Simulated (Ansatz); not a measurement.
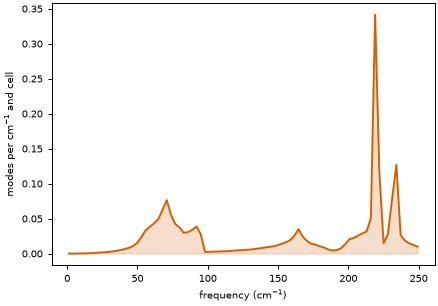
Figure: Phonon density of states of ZnSe (zinc blende, F-43m); finite displacements on a 6×6×6 mesh, LDA in Ansatz (a first-principles code), k mesh 6×6×6

Dynamical quadrupoles are not included in the interpolation of the phonons between the solved wave vectors.

Where is the tallest peak, and is there a gap in the spectrum?

The tallest peak lies near 220 cm⁻¹. No clear gap shows at this resolution.

The PAW data sets were generated under PBE and serve the other functionals too.
